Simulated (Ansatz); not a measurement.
# Ru(0001) with 2 thermally displaced layers, 2x2: scattering by thermal displacements

Wanted: the phonon-limited resistivity of Ru at 180 K by the Landauer route.

Method: Ansatz plane-wave DFT, PBE, PAW files; ballistic transport by layer matching (Landauer), zero bias; PAW set soft_1, in Ansatz 0.2.0.

**1. Set-up**

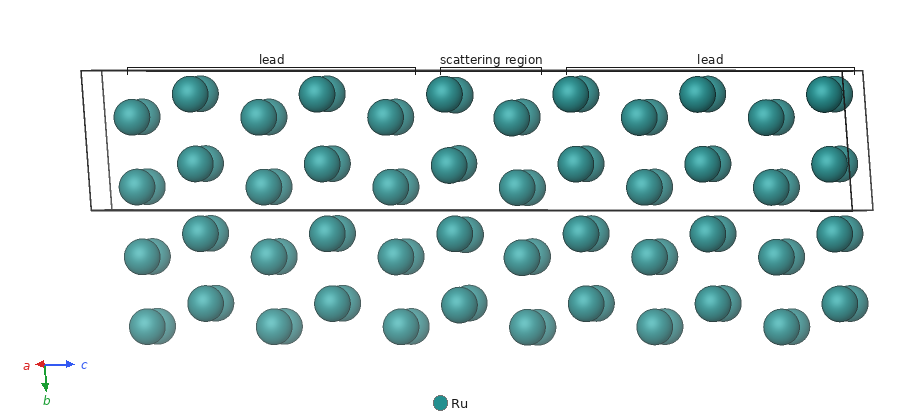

The cell as given, from the side, with the c axis across the page (ruthenium teal). 1×2×1 cells are drawn.

The cell holds 48 atoms: 48 Ru. Its edges and angles: a = 5.412 Å, b = 5.412 Å, c = 25.691 Å, α = 90.0°, β = 90.0°, γ = 120.0°. It derives from Ru. Regions: lead, 40 atoms (40 Ru); scattering region, 8 atoms (8 Ru). The structure is stacked along c, and the current runs across the ab planes.

**2. With 2 displaced layers**

Each atom of 2 layers is moved at random, by amounts drawn from a normal law 0.0304 Å wide in each direction from the Debye model (600 K) at 180 K. The layers about the cell's end stay perfect and serve as the lead. Disorder leaves little or no symmetry, which makes such runs dear. Energies from -0.05 to 0.05 eV in steps of 0.05 eV are too few for the program's thermal sum, so it prints no conductance; for a metal the transmission near the Fermi level serves, at a fraction of the cost.

The input, input.yaml:

```yaml
crystal:
  lattice:
    - [5.4116, 0.0, 0.0]
    - [-2.7058, 4.6865830751, 0.0]
    - [0.0, 0.0, 25.6914]
  atoms:
    - { symbol: Ru, position: [0.1666666667, 0.3333333333, 0.0416666667] }
    - { symbol: Ru, position: [0.1666666667, 0.8333333333, 0.0416666667] }
    - { symbol: Ru, position: [0.6666666667, 0.3333333333, 0.0416666667] }
    - { symbol: Ru, position: [0.6666666667, 0.8333333333, 0.0416666667] }
    - { symbol: Ru, position: [0.3333333333, 0.1666666667, 0.125] }
    - { symbol: Ru, position: [0.3333333333, 0.6666666667, 0.125] }
    - { symbol: Ru, position: [0.8333333333, 0.1666666667, 0.125] }
    - { symbol: Ru, position: [0.8333333333, 0.6666666667, 0.125] }
    - { symbol: Ru, position: [0.1666666667, 0.3333333333, 0.2083333333] }
    - { symbol: Ru, position: [0.1666666667, 0.8333333333, 0.2083333333] }
    - { symbol: Ru, position: [0.6666666667, 0.3333333333, 0.2083333333] }
    - { symbol: Ru, position: [0.6666666667, 0.8333333333, 0.2083333333] }
    - { symbol: Ru, position: [0.3333333333, 0.1666666667, 0.2916666667] }
    - { symbol: Ru, position: [0.3333333333, 0.6666666667, 0.2916666667] }
    - { symbol: Ru, position: [0.8333333333, 0.1666666667, 0.2916666667] }
    - { symbol: Ru, position: [0.8333333333, 0.6666666667, 0.2916666667] }
    - { symbol: Ru, position: [0.1666666667, 0.3333333333, 0.375] }
    - { symbol: Ru, position: [0.1666666667, 0.8333333333, 0.375] }
    - { symbol: Ru, position: [0.6666666667, 0.3333333333, 0.375] }
    - { symbol: Ru, position: [0.6666666667, 0.8333333333, 0.375] }
    - { symbol: Ru, position: [0.3379283149, 0.1754730682, 0.4597802581] }
    - { symbol: Ru, position: [0.3295062178, 0.6647368679, 0.4577102647] }
    - { symbol: Ru, position: [0.8363472704, 0.1663035655, 0.4592157279] }
    - { symbol: Ru, position: [0.8280449117, 0.6768124158, 0.4582194053] }
    - { symbol: Ru, position: [0.1700405453, 0.3324488618, 0.5412187875] }
    - { symbol: Ru, position: [0.171934144, 0.8386732931, 0.5414273914] }
    - { symbol: Ru, position: [0.6680301805, 0.3377742586, 0.5406384183] }
    - { symbol: Ru, position: [0.6594518248, 0.8358914324, 0.5408744387] }
    - { symbol: Ru, position: [0.3333333333, 0.1666666667, 0.625] }
    - { symbol: Ru, position: [0.3333333333, 0.6666666667, 0.625] }
    - { symbol: Ru, position: [0.8333333333, 0.1666666667, 0.625] }
    - { symbol: Ru, position: [0.8333333333, 0.6666666667, 0.625] }
    - { symbol: Ru, position: [0.1666666667, 0.3333333333, 0.7083333333] }
    - { symbol: Ru, position: [0.1666666667, 0.8333333333, 0.7083333333] }
    - { symbol: Ru, position: [0.6666666667, 0.3333333333, 0.7083333333] }
    - { symbol: Ru, position: [0.6666666667, 0.8333333333, 0.7083333333] }
    - { symbol: Ru, position: [0.3333333333, 0.1666666667, 0.7916666667] }
    - { symbol: Ru, position: [0.3333333333, 0.6666666667, 0.7916666667] }
    - { symbol: Ru, position: [0.8333333333, 0.1666666667, 0.7916666667] }
    - { symbol: Ru, position: [0.8333333333, 0.6666666667, 0.7916666667] }
    - { symbol: Ru, position: [0.1666666667, 0.3333333333, 0.875] }
    - { symbol: Ru, position: [0.1666666667, 0.8333333333, 0.875] }
    - { symbol: Ru, position: [0.6666666667, 0.3333333333, 0.875] }
    - { symbol: Ru, position: [0.6666666667, 0.8333333333, 0.875] }
    - { symbol: Ru, position: [0.3333333333, 0.1666666667, 0.9583333333] }
    - { symbol: Ru, position: [0.3333333333, 0.6666666667, 0.9583333333] }
    - { symbol: Ru, position: [0.8333333333, 0.1666666667, 0.9583333333] }
    - { symbol: Ru, position: [0.8333333333, 0.6666666667, 0.9583333333] }
kpoints:
  mp_grid: { grid: [5, 5, 1] }
hamiltonian:
  xc: pbe
  pseudopotentials: { kind: paw, azcp: { folder: soft_1 } }
scf:
  occupations: { method: fermi_dirac, width: 0.1 }
output:
  transmission:
    leads: [[0, 8]]
    kmesh: [10, 10]
    e_range: [-0.05, 0.05]
    de: 0.05
  write_potential: true
  write_density: true
  volumetric_format: npy
```

Launch:

```console
$ ansatz run input.yaml --threads 4 --pin off --max-ram 15360MiB --backend cpu --events-out ev --progress --plain --runs-dir out
```

Numbers of over 12 decimals in the logs are rounded to 6 here.

Log:

```text
Engine: ansatz 0.2.0, aarch64-unknown-linux-gnu
Pseudopotentials: kind: paw
Pseudopotential: Ru, paw, valence charge 16, recommended cutoff 420 eV (normal), soft_1/Ru.paw.azcp
Functional definition: PBE
  parameter kappa = 0.804
  parameter beta = 0.066725
  exchange = pbe_x(kappa = kappa, mu = beta*pi^2/3)
  correlation = pbe_c(beta = beta)
Crystal: 48 atoms, lattice volume = 651.583 Å³
Basis set: ecut = 420 eV, 12691 PW (Γ)
Bands: 461, of which v1, the nominal top of the filled ones, is band 384 counted from 1 (383 counted from 0)
Symmetry: 1 space group operations
Space group: P1 (ITA 1), of the structure as read, at distance tolerance 8.7e-5 Å
k-points: 13 of 25 (time reversal used)
Non-local potential: Ru, projectors of the file, l = 0: 3, l = 1: 2, l = 2: 2, l = 3: 1
PAW form: soft (Blöchl's): semilocal exchange-correlation on the pseudo side does not see the compensation charge
PAW one-centre angular grid: Ru, 590 points (default); XC on 64 Gauss nodes
Initial density: superposition of atomic densities (chi_scale 0.1, normalization cell)
Initial wavefunctions: pseudopotential atomic-orbital guess
Functional: x = pbe(κ = 0.804, μ = 0.219515), c = pbe(β = 0.066725)
SCF iter   1: F=—  HF=-282208.992895 eV  |F-HF|=—  |Δ(HF+E_count)|=         —  Δρ=1.22e-1  dr2=9.33e1  ethr=3.10e-3  ⟨swp⟩=5.0  Hψ=19322  notcnv=0  defer=3
preconditioner: auto → Kerker (q_TF=auto, 2.804 Å⁻¹)  [metal: Δε(μ)=0.073 eV  Ē_g=5.263 eV  σ=0.100 eV  W_gap=0.18  n_scr=268 (ndim 8)  ℏωp=28.5 eV  f_vac=0.000  D(μ)=40.29/eV (n_scr^D=392)]
SCF iter   2: F=—  HF=-282185.534539 eV  |F-HF|=—  |Δ(HF+E_count)|=    2.35e1  Δρ=5.91e-2  dr2=2.12e1  ethr=3.10e-3  ⟨swp⟩=2.8  Hψ=12089  notcnv=0  defer=56
SCF iter   3: F=—  HF=-282179.198964 eV  |F-HF|=—  |Δ(HF+E_count)|=    6.34e0  Δρ=9.53e-3  dr2=2.65e-1  ethr=2.76e-3  ⟨swp⟩=2.0  Hψ=9310  notcnv=0  defer=56
SCF iter   4: F=—  HF=-282179.250163 eV  |F-HF|=—  |Δ(HF+E_count)|=   5.12e-2  Δρ=1.07e-3  dr2=4.49e-3  ethr=3.45e-5  ⟨swp⟩=2.1  Hψ=11253  notcnv=0  defer=56
SCF iter   5: F=—  HF=-282179.250967 eV  |F-HF|=—  |Δ(HF+E_count)|=   8.04e-4  Δρ=2.19e-4  dr2=1.77e-4  ethr=5.85e-7  ⟨swp⟩=3.0  Hψ=13330  notcnv=0  defer=56
SCF iter   6: F=—  HF=-282179.250968 eV  |F-HF|=—  |Δ(HF+E_count)|=   7.98e-7  Δρ=4.82e-5  dr2=1.12e-5  ethr=2.30e-8  ⟨swp⟩=2.6  Hψ=10821  notcnv=0  defer=56
SCF iter   7: F=—  HF=-282179.252317 eV  |F-HF|=—  |Δ(HF+E_count)|=   1.35e-3  Δρ=1.09e-5  dr2=6.69e-7  ethr=1.46e-9  ⟨swp⟩=2.0  Hψ=8424  notcnv=0  defer=56
SCF iter   8: F=-282179.252317 eV  HF=-282179.252317 eV  |F-HF|=1.53e-8  |Δ(HF+E_count)|=   1.10e-7  Δρ=1.67e-6  dr2=2.36e-8  ethr=1.30e-11  ⟨swp⟩=8.2  Hψ=13895  notcnv=0
SCF 1 converged in 8 iterations: F = -282179.252317 eV  dr2 = 2.36e-8
  greatest PAW one-centre occupation: 1.000 electrons in one spin orbital (limit 2), on the Ru atom at site 20 (counted from 0), in its partial waves of l = 0
transmission: 251 of 2496 steps passed
transmission: 500 of 2496 steps passed
[...]
transmission: 2496 of 2496 steps passed
SCF converged after 8 iterations
Free energy (F): -282179.252317 eV
Harris-Foulkes:  -282179.252317 eV  (|F-HF|=1.53e-8)
Internal energy: -282177.726187 eV  (E = F + TS)
E sigma→0 (E₀):  -282178.489252 eV
Entropy (-TS):   -1.526130 eV (-31.794 meV/atom)
Fermi energy:    23.336569 eV
--- Per-component energies (eV) ---
  E_band       = -2694.664302
  E_kinetic    = 22101.236173
  E_local      = -60958.338055  (includes V_loc(G=0)·N_el)
  E_nonlocal   = 19798.337480
  E_hartree    = 20211.137012
  E_xc         = -8167.853074
  E_vxc        = -10329.874820  (∫ρ·V_xc dr)
  E_paw        = -168071.602160  (= ΣΔE_a)
  E_vpaw       = -13728.332992  (= ΣTr[D̂ρ^β])
  E_aug_tail   = 0.030030  (compensation charges beyond the density's cutoff)
  E_ewald      = -107090.673594
  E_smearing   = -1.526130  (= −TS)
  E_closure    = 0.000000  (closes the sum)
  Σ components = -282179.252317   (vs F -282179.252317, Δ=0.00e0)
--- Band table (eV; the first three rows and the last of 13) ---
  k-point 0: bands = [... 380 lower, 23.8830, 23.8861, 24.3578, 24.3603, 24.3756, 24.3792, 24.4945, 24.5133, ... 73 higher]
  k-point 1: bands = [... 380 lower, 23.4791, 23.4903, 23.4989, 23.8213, 23.8411, 24.0153, 24.0343, 24.1081, ... 73 higher]
  k-point 2: bands = [... 380 lower, 22.9595, 23.0071, 23.0193, 23.0955, 23.1700, 23.1825, 23.3611, 23.3729, ... 73 higher]
  k-point 12: bands = [... 380 lower, 23.0916, 23.1135, 23.1378, 23.3161, 23.3330, 23.3660, 23.3712, 23.3798, ... 73 higher]
--- Transmission ---
  basis      : 223 plane waves across, 48 finite elements along
  points     : 52, standing for a mesh of 10 x 10
  energies   : 3 from -0.050000 to 0.050000 eV about the Fermi level, 0.050000 eV apart; the leads are filled to 0.000000 eV, and channels, transmission and decay are at 0.000000 eV
  crystal 0  : Ru8, at the sites [0, 8], period 4.2819 Å, over 21.41 Å; its Hamiltonian steps by up to 0.6 meV
    offset         : up to 0.0000 Å between an atom of the period and one for which it stands
    channels       : 5.160000e0 a spin
    conductance    : none, the energies end too early or step too widely for 300 K: set another output.transmission.e_range or a lower de, or, where they end at an eighth of basis.ecutwfc, a higher one
  junction   : crystal 0 to crystal 0, 0.70 to 22.11 Å
    transmission   : 5.076383e0 a spin
    conductance    : none, the energies end too early or step too widely for 300 K: set another output.transmission.e_range or a lower de, or, where they end at an eighth of basis.ecutwfc, a higher one
```

The job ended after 10 min (4 threads of Arm Neoverse V1, shared host; peak memory 6.4 GiB; 37 min of CPU time).

This step gave:

| Item | Value |
| --- | --- |
| free energy | -282179.2523 eV |
| energy at zero smearing | -282178.4893 eV |
| Fermi energy | 23.34 eV |
| cell area | 25.36 Å² |
| transmission per spin nearest the Fermi level | 5.076 |
| open channels per spin nearest the Fermi level | 5.16 |
| step of the lead's potential | 0.6 meV |

Per spin. Transmission, zone mean against energy, zero at the Fermi level:

```
energy (eV)  transmission, zone mean
    -0.0500                     5.09
     0.0000                     5.08
     0.0500                     5.46
```

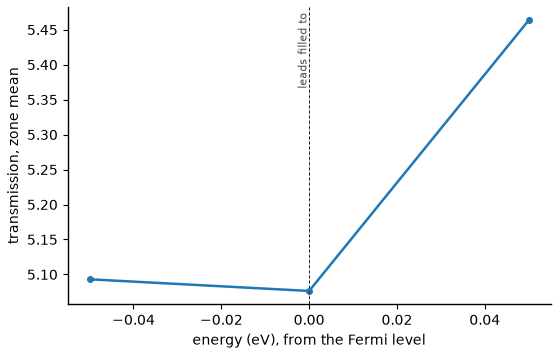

Transmission, zone mean against energy.

Per spin. Open channels, zone mean, lead against energy, zero at the Fermi level:

```
energy (eV)  open channels, zone mean, lead
    -0.0500                            5.16
     0.0000                            5.16
     0.0500                            5.64
```

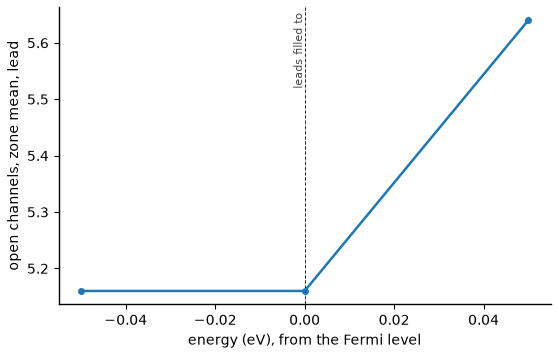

Open channels, zone mean, lead against energy.

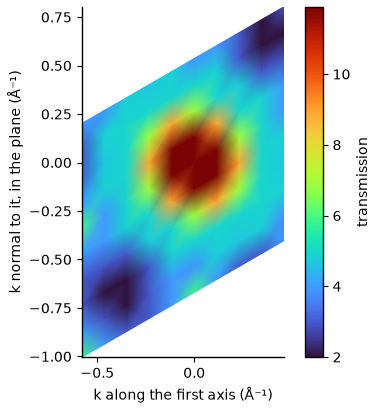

Transmission over k1 and k2. At 0.0000 eV from the Fermi level.

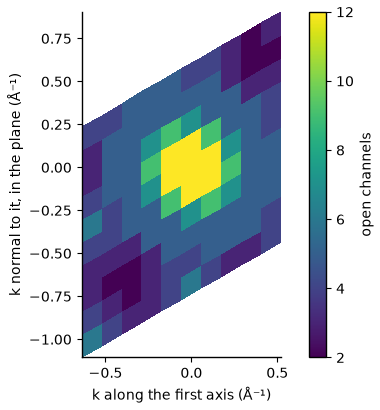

Open channels over k1 and k2. At 0.0000 eV from the Fermi level.

Over the solved energies the transmission per spin lies between 5.08 and 5.46, out of 5.32 channels of the lead on average (up to 5.64).

**3. With 6 displaced layers**

System of this step: Ru(0001) with 6 thermally displaced layers, 2x2. The cell holds 64 atoms: 64 Ru. Its edges and angles: a = 5.412 Å, b = 5.412 Å, c = 34.255 Å, α = 90.0°, β = 90.0°, γ = 120.0°. It derives from Ru. Regions: lead, 40 atoms (40 Ru); scattering region, 24 atoms (24 Ru). The structure is stacked along c, and the current runs across the ab planes.

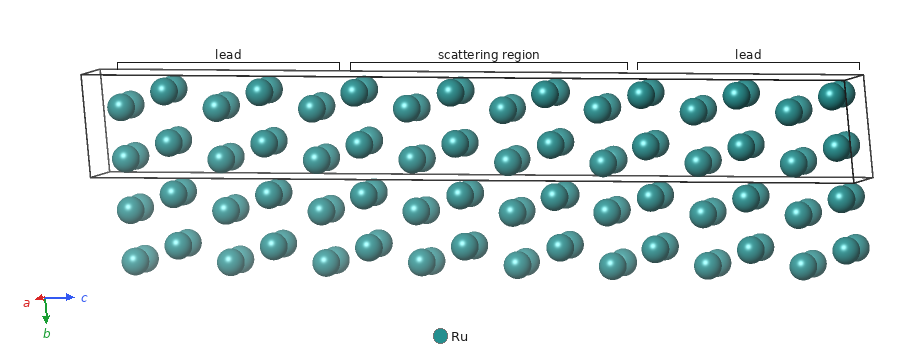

The cell of this step (ruthenium teal). 1×2×1 cells are drawn.

The input, input.yaml:

```yaml
crystal:
  lattice:
    - [5.4116, 0.0, 0.0]
    - [-2.7058, 4.6865830751, 0.0]
    - [0.0, 0.0, 34.2552]
  atoms:
    - { symbol: Ru, position: [0.1666666667, 0.3333333333, 0.03125] }
    - { symbol: Ru, position: [0.1666666667, 0.8333333333, 0.03125] }
    - { symbol: Ru, position: [0.6666666667, 0.3333333333, 0.03125] }
    - { symbol: Ru, position: [0.6666666667, 0.8333333333, 0.03125] }
    - { symbol: Ru, position: [0.3333333333, 0.1666666667, 0.09375] }
    - { symbol: Ru, position: [0.3333333333, 0.6666666667, 0.09375] }
    - { symbol: Ru, position: [0.8333333333, 0.1666666667, 0.09375] }
    - { symbol: Ru, position: [0.8333333333, 0.6666666667, 0.09375] }
    - { symbol: Ru, position: [0.1666666667, 0.3333333333, 0.15625] }
    - { symbol: Ru, position: [0.1666666667, 0.8333333333, 0.15625] }
    - { symbol: Ru, position: [0.6666666667, 0.3333333333, 0.15625] }
    - { symbol: Ru, position: [0.6666666667, 0.8333333333, 0.15625] }
    - { symbol: Ru, position: [0.3333333333, 0.1666666667, 0.21875] }
    - { symbol: Ru, position: [0.3333333333, 0.6666666667, 0.21875] }
    - { symbol: Ru, position: [0.8333333333, 0.1666666667, 0.21875] }
    - { symbol: Ru, position: [0.8333333333, 0.6666666667, 0.21875] }
    - { symbol: Ru, position: [0.1666666667, 0.3333333333, 0.28125] }
    - { symbol: Ru, position: [0.1666666667, 0.8333333333, 0.28125] }
    - { symbol: Ru, position: [0.6666666667, 0.3333333333, 0.28125] }
    - { symbol: Ru, position: [0.6666666667, 0.8333333333, 0.28125] }
    - { symbol: Ru, position: [0.319926397, 0.1613944502, 0.3433356739] }
    - { symbol: Ru, position: [0.3218079165, 0.6570007281, 0.3437824638] }
    - { symbol: Ru, position: [0.8376108955, 0.1651567874, 0.3430911189] }
    - { symbol: Ru, position: [0.8378152789, 0.6713118425, 0.3434841684] }
    - { symbol: Ru, position: [0.1730986958, 0.3400875137, 0.4060666213] }
    - { symbol: Ru, position: [0.1632295906, 0.8355848915, 0.4064693439] }
    - { symbol: Ru, position: [0.6686699081, 0.3250137492, 0.405663762] }
    - { symbol: Ru, position: [0.656350375, 0.8221029906, 0.4063620304] }
    - { symbol: Ru, position: [0.3339013017, 0.1618818949, 0.4699777859] }
    - { symbol: Ru, position: [0.3399749529, 0.6707298688, 0.4691059422] }
    - { symbol: Ru, position: [0.8343802216, 0.1580401026, 0.4692939871] }
    - { symbol: Ru, position: [0.8309898824, 0.6552180418, 0.4690574944] }
    - { symbol: Ru, position: [0.1677928655, 0.3383948631, 0.5308609584] }
    - { symbol: Ru, position: [0.1676745956, 0.8355538103, 0.5304735673] }
    - { symbol: Ru, position: [0.6696841854, 0.3326535395, 0.5316863761] }
    - { symbol: Ru, position: [0.6672571693, 0.8403681149, 0.5317862538] }
    - { symbol: Ru, position: [0.334381259, 0.1707595356, 0.5948662363] }
    - { symbol: Ru, position: [0.3382840672, 0.6564754033, 0.5945325202] }
    - { symbol: Ru, position: [0.8356378703, 0.1660587776, 0.5928580203] }
    - { symbol: Ru, position: [0.8362988456, 0.6584950238, 0.5942523557] }
    - { symbol: Ru, position: [0.1687884716, 0.3229730793, 0.6559819468] }
    - { symbol: Ru, position: [0.1601138245, 0.8349139491, 0.6575918485] }
    - { symbol: Ru, position: [0.6722584338, 0.3218173797, 0.6557405526] }
    - { symbol: Ru, position: [0.6757271198, 0.8435621363, 0.6566232238] }
    - { symbol: Ru, position: [0.3333333333, 0.1666666667, 0.71875] }
    - { symbol: Ru, position: [0.3333333333, 0.6666666667, 0.71875] }
    - { symbol: Ru, position: [0.8333333333, 0.1666666667, 0.71875] }
    - { symbol: Ru, position: [0.8333333333, 0.6666666667, 0.71875] }
    - { symbol: Ru, position: [0.1666666667, 0.3333333333, 0.78125] }
    - { symbol: Ru, position: [0.1666666667, 0.8333333333, 0.78125] }
    - { symbol: Ru, position: [0.6666666667, 0.3333333333, 0.78125] }
    - { symbol: Ru, position: [0.6666666667, 0.8333333333, 0.78125] }
    - { symbol: Ru, position: [0.3333333333, 0.1666666667, 0.84375] }
    - { symbol: Ru, position: [0.3333333333, 0.6666666667, 0.84375] }
    - { symbol: Ru, position: [0.8333333333, 0.1666666667, 0.84375] }
    - { symbol: Ru, position: [0.8333333333, 0.6666666667, 0.84375] }
    - { symbol: Ru, position: [0.1666666667, 0.3333333333, 0.90625] }
    - { symbol: Ru, position: [0.1666666667, 0.8333333333, 0.90625] }
    - { symbol: Ru, position: [0.6666666667, 0.3333333333, 0.90625] }
    - { symbol: Ru, position: [0.6666666667, 0.8333333333, 0.90625] }
    - { symbol: Ru, position: [0.3333333333, 0.1666666667, 0.96875] }
    - { symbol: Ru, position: [0.3333333333, 0.6666666667, 0.96875] }
    - { symbol: Ru, position: [0.8333333333, 0.1666666667, 0.96875] }
    - { symbol: Ru, position: [0.8333333333, 0.6666666667, 0.96875] }
kpoints:
  mp_grid: { grid: [5, 5, 1] }
hamiltonian:
  xc: pbe
  pseudopotentials: { kind: paw, azcp: { folder: soft_1 } }
scf:
  occupations: { method: fermi_dirac, width: 0.1 }
output:
  transmission:
    leads: [[0, 8]]
    kmesh: [10, 10]
    e_range: [-0.05, 0.05]
    de: 0.05
  write_potential: true
  write_density: true
  volumetric_format: npy
```

Log:

```text
[...]
Crystal: 64 atoms, lattice volume = 868.777 Å³
Basis set: ecut = 420 eV, 16909 PW (Γ)
Bands: 615, of which v1, the nominal top of the filled ones, is band 512 counted from 1 (511 counted from 0)
Symmetry: 1 space group operations
[...]
k-points: 13 of 25 (time reversal used)
[...]
SCF iter   1: F=—  HF=-376278.431452 eV  |F-HF|=—  |Δ(HF+E_count)|=         —  Δρ=1.22e-1  dr2=1.24e2  ethr=3.10e-3  ⟨swp⟩=5.0  Hψ=25959  notcnv=0  defer=2
[...]
SCF iter   8: F=-376238.859568 eV  HF=-376238.859569 eV  |F-HF|=8.13e-8  |Δ(HF+E_count)|=   1.00e-7  Δρ=2.05e-6  dr2=9.60e-8  ethr=9.77e-12  ⟨swp⟩=8.2  Hψ=19279  notcnv=0
SCF 1 converged in 8 iterations: F = -376238.859568 eV  dr2 = 9.60e-8
[...]
transmission: 329 of 3276 steps passed
transmission: 656 of 3276 steps passed
[...]
transmission: 3276 of 3276 steps passed
SCF converged after 8 iterations
Free energy (F): -376238.859568 eV
[...]
Internal energy: -376236.777453 eV  (E = F + TS)
E sigma→0 (E₀):  -376237.818511 eV
Entropy (-TS):   -2.082116 eV (-32.533 meV/atom)
Fermi energy:    23.366178 eV
[...]
--- Band table (eV; the first three rows and the last of 13) ---
  k-point 0: bands = [... 508 lower, 24.1099, 24.1172, 24.1225, 24.1249, 24.1409, 24.1460, 24.2678, 24.2734, ... 99 higher]
  k-point 1: bands = [... 508 lower, 23.5086, 23.8293, 23.8380, 23.8707, 23.8757, 23.8889, 23.9007, 23.9097, ... 99 higher]
  k-point 2: bands = [... 508 lower, 23.0509, 23.1037, 23.1447, 23.1525, 23.2140, 23.2371, 23.3695, 23.3919, ... 99 higher]
  k-point 12: bands = [... 508 lower, 23.2562, 23.2609, 23.2684, 23.2837, 23.2966, 23.3883, 23.3986, 23.4076, ... 99 higher]
--- Transmission ---
  basis      : 223 plane waves across, 63 finite elements along
  points     : 52, standing for a mesh of 10 x 10
[...]
channels       : 5.280000e0 a spin
[...]
junction   : crystal 0 to crystal 0, 0.70 to 30.67 Å
    transmission   : 4.888302e0 a spin
[...]
```

It took 17 min on 4 threads; peak memory 10 GiB; 63 min of CPU time.

Numbers from this step:

- free energy: -376238.8596 eV
- energy at zero smearing: -376237.8185 eV
- Fermi energy: 23.37 eV
- transmission per spin nearest the Fermi level: 4.888
- open channels per spin nearest the Fermi level: 5.28
- step of the lead's potential: 3.9 meV

Per spin. Table of transmission, zone mean by energy, zero at the Fermi level:

```
energy (eV)  transmission, zone mean
    -0.0500                     4.86
     0.0000                     4.89
     0.0500                     5.22
```

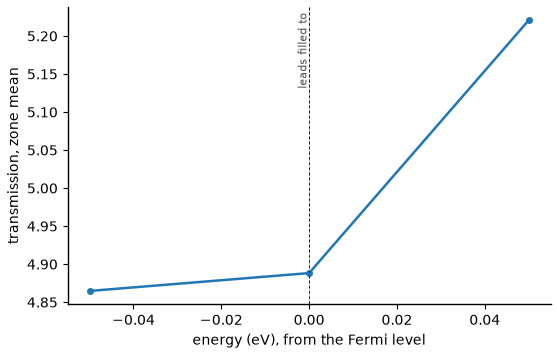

Transmission, zone mean, plotted against energy.

Over the solved energies the transmission per spin lies between 4.86 and 5.22, out of 5.5 channels of the lead on average (up to 6.06).

(Part 1 of 2 ends here.)

[Logs are printed without paths, hosts, clocks, repeated set-up lines and the standing remarks that a program may print on its own settings, such as how far it seeks lower states.]

[Hosts, paths, dates, database ids (printed as entryN), source tags and the programs' standing remarks are cut or masked in the printed files.]
